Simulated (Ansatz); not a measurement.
Cost and result by functional for the surface energy of the (21-33) surface of hcp Be in its 1x1 cell, outermost plane spacing 0.10 Å in the ideal cut, in Ansatz (plane waves, PAW). Single points on the PBE structure, on one kind of machine; costs are rough ratios of the slab run's core time (references not counted) to the cheapest single point. r2SCAN's cost holds its higher cutoff (500 against 420 eV). Differences are taken against r2SCAN for comparison alone: no measured value is at hand, so the table doesn't rank accuracy.

Model: 34-atom slab, 10.2 Å thick at the start (thin: gaps and levels are the slab's own), 9x7x1 mesh, Fermi-Dirac 0.1 eV, dipole correction, all atoms relaxed; symmetry of the start imposed; no spin, no spin-orbit, no U. These notes are the PBE run's.

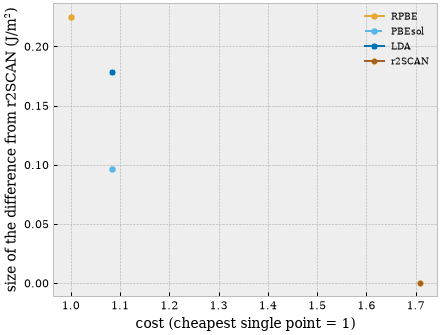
Fig. 1. Difference from r2SCAN against cost

```
functional                     relative cost  surface energy (J/m²)  less r2SCAN (J/m²)
-----------------------------  -------------  ---------------------  ------------------
RPBE                                       1                   2.09               -0.23
PBEsol                                     1                   2.41                0.10
LDA                                        1                   2.50                0.18
r2SCAN                                     2                   2.32                0.00
PBE (the relaxed run's value)              –                   2.24               -0.08
```

The values span 0.40 J/m², while the single points' costs differ by a factor of roughly 2. Differences are of unrounded values.

Ansatz is a quantum-chemistry and plane-wave program.
